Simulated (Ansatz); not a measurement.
# A hypothetical structure for ScOs3, part 2 of 2

This structure for ScOs3 is made up. Its elements were placed in a known structure type with a cell scaled to their sizes. What cell does the guess relax to, and how far off was it?

Ansatz 0.2.0; DFT, PBE, plane-wave PAW, files of the set soft_1, scalar-relativistic, no spin, cell and ions relaxed at zero pressure; PAW set soft_1 (the session's first sound run).

So far: The structure; Relaxing cell and atoms. The relaxed cell has a = 3.924, c = 8.010 Å (conventional setting).

## 3. Bands of the relaxed cell

With the geometry fixed, one more self-consistent run, with a narrower smearing and the mesh shown in its input, gives the bands, and its pressure, and its forces where symmetry allows any, show how far the geometry depends on these settings.

This step: DFT, PBE, plane-wave PAW, files of the set soft_1, scalar-relativistic, no spin, bands and density of states at the relaxed cell; PAW set soft_1 (Ansatz 0.2.0).

The input, input.yaml:

```yaml
crystal:
  lattice:
    - [-1.961963491, 1.961963491, 4.0052405683]
    - [1.961963491, -1.961963491, 4.0052405683]
    - [1.961963491, 1.961963491, -4.0052405683]
  atoms:
    - { symbol: Os, position: [0.5, 0.5, 0.0] }
    - { symbol: Os, position: [0.25, 0.75, 0.5] }
    - { symbol: Os, position: [0.75, 0.25, 0.5] }
    - { symbol: Sc, position: [0.0, 0.0, 0.0] }
kpoints:
  mp_grid: { grid: [12, 12, 12] }
  band_path:
    path:
      - [[0.0, 0.0, 0.0], [0.5, -0.5, 0.0], [0.5, -0.5, 0.11997607], [0.30998804, -0.30998804, 0.30998804], [0.0, 0.0, 0.0], [0.5, 0.5, -0.5], [0.69001196, 0.30998804, -0.30998804], [0.5, 0.0, 0.0], [0.75, -0.25, -0.25], [0.88002393, 0.11997607, -0.5], [0.5, 0.5, -0.5]]
      - [[0.5, -0.5, 0.0], [0.75, -0.25, -0.25]]
    npoints: 7
scf:
  occupations: { method: fermi_dirac, width: 0.03 }
  n_extra_bands: 8
hamiltonian:
  xc: pbe
  pseudopotentials: { kind: paw, azcp: { folder: soft_1 } }
output:
  forces: true
  stress: true
  write_bands: true
  dos: { projected: true }
  write_density: true
  write_potential: true
  elf: true
  volumetric_format: npy
```

The run is started by

```bash
ansatz run input.yaml --threads 4 --pin off --max-ram 8192MiB --backend cpu --events-out ev --progress --plain --runs-dir out
```

Numbers of over 12 decimals in the logs are rounded to 6 here.

The log of the run:

```text
[...]
Crystal: 4 atoms, lattice volume = 61.670 Å³
Basis set: ecut = 420 eV, 1201 PW (Γ), exchange–correlation on 72×72×72 points (8 copies of the dense FFT grid, shifted against one another)
Bands: 38, of which v1, the nominal top of the filled ones, is band 30 counted from 1 (29 counted from 0)
Symmetry: 16 space group operations
[...]
k-points: 163 of 1728
[...]
SCF iter   1: F=—  HF=-36296.547071 eV  |F-HF|=—  |Δ(HF+E_count)|=         —  Δρ=1.51e-1  dr2=2.83e1  ethr=3.10e-3  ⟨swp⟩=5.0  Hψ=19541  notcnv=0
[...]
SCF iter   9: F=-36293.093754 eV  HF=-36293.093754 eV  |F-HF|=2.04e-10  |Δ(HF+E_count)|=   9.49e-9  Δρ=1.55e-6  dr2=1.01e-9  ethr=8.84e-11  ⟨swp⟩=4.5  Hψ=31875  notcnv=0
SCF 1 converged in 9 iterations: F = -36293.093754 eV  dr2 = 1.01e-9
[...]
NSCF: frozen V_eff on 79 k-points
SCF converged after 9 iterations
Free energy (F): -36293.093754 eV
[...]
Internal energy: -36293.077753 eV  (E = F + TS)
E sigma→0 (E₀):  -36293.085754 eV
Entropy (-TS):   -0.016001 eV (-4.000 meV/atom)
Fermi energy:    20.841528 eV
[...]
--- Stress (GPa, compression-positive) ---
       -0.042566       0.000000       0.000000
        0.000000      -0.042566       0.000000
        0.000000       0.000000      -0.086052
  P = ⅓ Tr σ = -0.0571 GPa (-0.571 kbar)
--- Band table (eV; the first three rows and the last of 163) ---
  k-point 0: bands = [... 26 lower, 20.3884, 20.3884, 20.4965, 20.8956, 22.1173, 23.6227, 23.9442, 24.1005, ... 4 higher]
  k-point 1: bands = [... 26 lower, 20.1402, 20.2328, 20.7287, 20.9316, 21.9522, 22.9456, 23.7144, 24.0162, ... 4 higher]
  k-point 2: bands = [... 26 lower, 19.8388, 20.0975, 20.5046, 20.9529, 21.5272, 22.0999, 23.1993, 24.1402, ... 4 higher]
  k-point 162: bands = [... 26 lower, 20.7035, 20.7035, 22.0738, 22.0738, 22.3010, 23.0883, 24.0254, 24.0254, ... 4 higher]
```

Wall time 5.8 s (4 threads of Intel Xeon Platinum 8488C (Sapphire Rapids), shared host); peak memory 0.72 GiB.

This step gave:

```
free energy             : -36293.0938 eV
energy at zero smearing : -36293.0858 eV
smearing term TS        : 0.01600 eV
pressure                : -0.05706 GPa
```

bands.tsv at the labelled points (eV, zero at the Fermi level; the bands that come nearest the Fermi level along the path):

```
point  band 26  band 27  band 28  band 29  band 30  band 31  band 32  band 33
    Γ    -1.36    -0.45    -0.45    -0.35     0.05     1.28     2.78     3.10
    X    -1.80    -0.94    -0.82    -0.47     0.35     0.42     0.91     1.08
    Y    -1.39    -1.18    -1.06    -0.83     0.35     0.58     0.98     1.22
    S    -1.62    -1.42    -0.75    -0.62    -0.01     0.21     1.10     1.55
    Γ    -1.36    -0.45    -0.45    -0.35     0.05     1.28     2.78     3.10
    Z    -0.34    -0.14    -0.14     1.23     1.23     1.46     2.25     3.18
   S1    -1.62    -1.42    -0.75    -0.62    -0.01     0.21     1.10     1.55
    N    -2.38    -2.28    -1.21    -0.27    -0.21    -0.11     1.42     1.83
    P    -1.61    -1.61    -0.85    -0.47    -0.47    -0.28    -0.12     1.64
   Y1    -1.39    -1.18    -1.06    -0.83     0.35     0.58     0.98     1.22
    Z    -0.34    -0.14    -0.14     1.23     1.23     1.46     2.25     3.18
    X    -1.80    -0.94    -0.82    -0.47     0.35     0.42     0.91     1.08
    P    -1.61    -1.61    -0.85    -0.47    -0.47    -0.28    -0.12     1.64
```

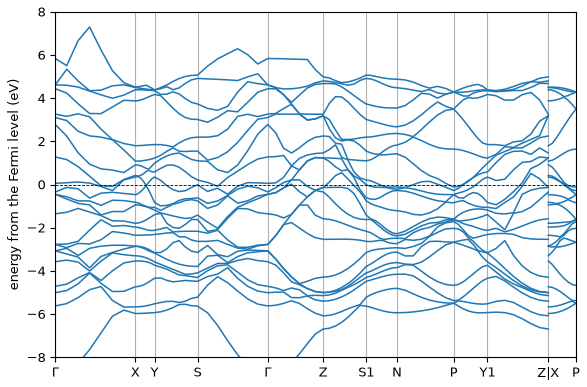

Bands along the path. 16 bands lie wholly below the window drawn.

Counts of states for the cell as run, both spins, by energy window (eV from the Fermi level):

```
from  to  total
  -8  -7   0.38
  -7  -6   0.85
  -6  -5   2.15
  -5  -4   5.13
  -4  -3   4.08
  -3  -2   4.60
  -2  -1   4.89
  -1   0   4.72
   0   1   3.79
   1   2   2.84
   2   3   2.07
   3   4   2.75
```

A further 32.1 states lie below the table's range.

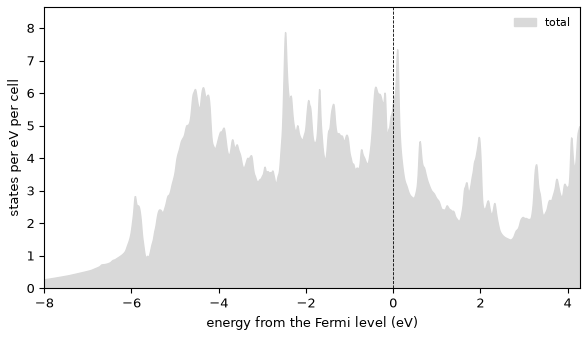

Total density of states, smoothed over about 0.04 eV.

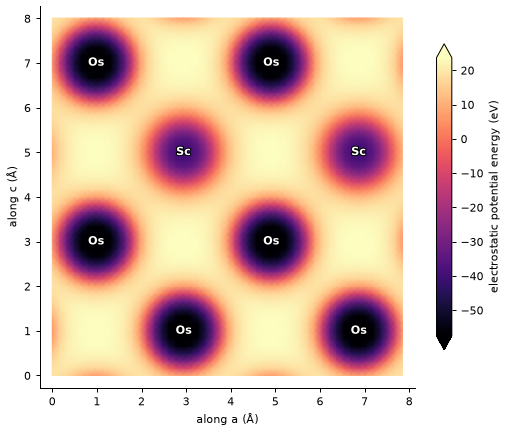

Electrostatic potential energy in the ac plane of the conventional cell at fractional y = 0.000, with atoms of Os and Sc within 0.2 Å of it. With pseudopotentials it is smooth inside the atoms' cores, unlike the true potential. The map starts off the cell's origin, so that atoms lie inside it.

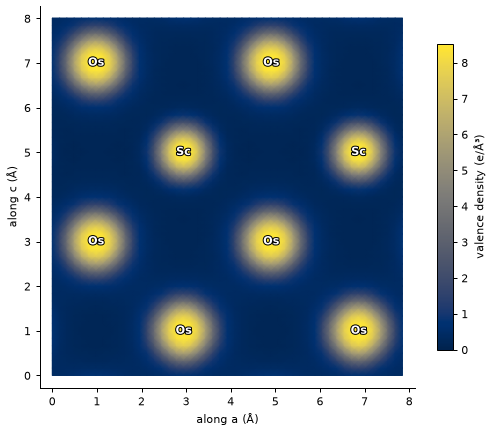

Valence density in the ac plane of the conventional cell at fractional y = 0.000, with atoms of Os and Sc within 0.2 Å of it. It is the smooth field of the valence electrons, not physical close to the nuclei. The map starts off the cell's origin, so that atoms lie inside it.

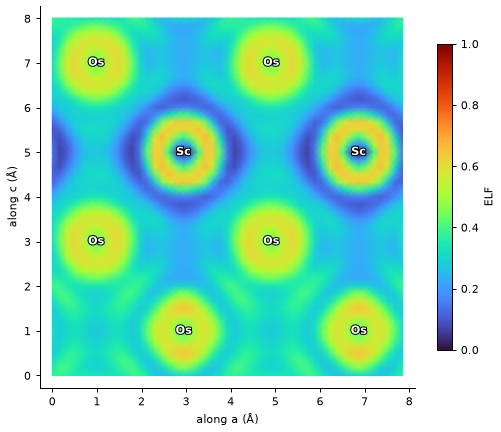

ELF in the ac plane of the conventional cell at fractional y = 0.000, with atoms of Os and Sc within 0.2 Å of it. It is the smooth field of the valence electrons, not physical close to the nuclei. The map starts off the cell's origin, so that atoms lie inside it.

## 4. Summary of results

| Property | Result |
| --- | --- |
| space group, relaxed | I4/mmm |
| conventional cell | a = 3.924, b = 3.924, c = 8.010 Å; α = 90.0°, β = 90.0°, γ = 90.0° |
| volume per atom | 15.42 Å³ (guess 17.23) |

What this shows: ScOs3 relaxes to I4/mmm with a = 3.924, b = 3.924 and c = 8.010 Å. The guessed volume was 12 % too large. The space group I4/mmm was held in the relaxation, so the end point is a stationary structure within it and may be a saddle against distortions or other arrangements. Bands cross the Fermi level, so it is a metal or semimetal at this level. The electron count is odd, which forces that without spin polarisation or a larger cell. On the 12×12×12 mesh with the narrower smearing (relaxed on 9×9×9) the forces vanish, as symmetry may demand, and the largest stress component is 0.086 GPa, against the relaxation's thresholds of 0.015 eV/Å and 0.05 GPa. The cutoff wasn't tested. Spin-orbit coupling is left out, which can matter for elements this heavy. No dispersion term is used, so weakly bound directions may come out too long. The runs have no spin, and magnetism wasn't tested. Nothing here tests whether the compound is stable against decomposition.

[Logs are printed without paths, hosts, clocks, repeated set-up lines and the standing remarks that a program may print on its own settings, such as how far it seeks lower states.]

[Hosts, paths, dates, database ids (printed as entryN), source tags and the programs' standing remarks are cut or masked in the printed files.]
